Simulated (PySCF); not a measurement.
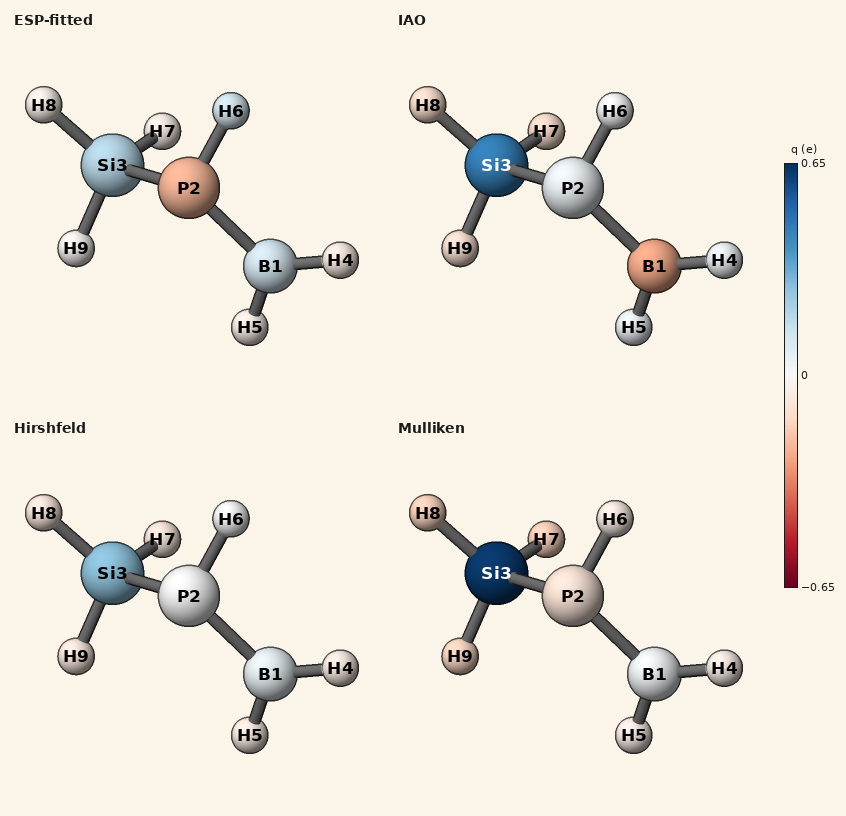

Atomic charges of one calculation by 4 schemes, on one colour scale. The computed structure is the end point of a PBE0-D3(BJ)/def2-SVP optimisation. No frequency run is at hand to confirm it as a minimum. Method: PBE0/IGLO-III (PySCF 2.14.0).

Question: Which scheme gives the most polar picture (largest mean size of the charges)?

Answer: The Mulliken charges are the largest in size here, and the Hirshfeld charges the smallest.

Question: On which atom do the schemes disagree most?

Answer: On Si3 (from 0.18 to 0.62 e).

List the charges (e), one line for each set of equivalent atoms.

| atom | ESP-fitted | IAO | Hirshfeld | Mulliken |
| --- | --- | --- | --- | --- |
| B1 | 0.11 | −0.24 | 0.05 | 0.02 |
| P2 | −0.22 | 0.04 | 0.00 | −0.09 |
| Si3 | 0.18 | 0.44 | 0.26 | 0.62 |
| H4 | −0.05 | 0.04 | −0.05 | −0.04 |
| H5 | −0.04 | 0.03 | −0.05 | −0.04 |
| H6 | 0.11 | 0.00 | 0.00 | −0.05 |
| H7 | −0.04 | −0.11 | −0.07 | −0.14 |
| H8 | −0.03 | −0.10 | −0.07 | −0.14 |
| H9 | −0.02 | −0.10 | −0.06 | −0.13 |
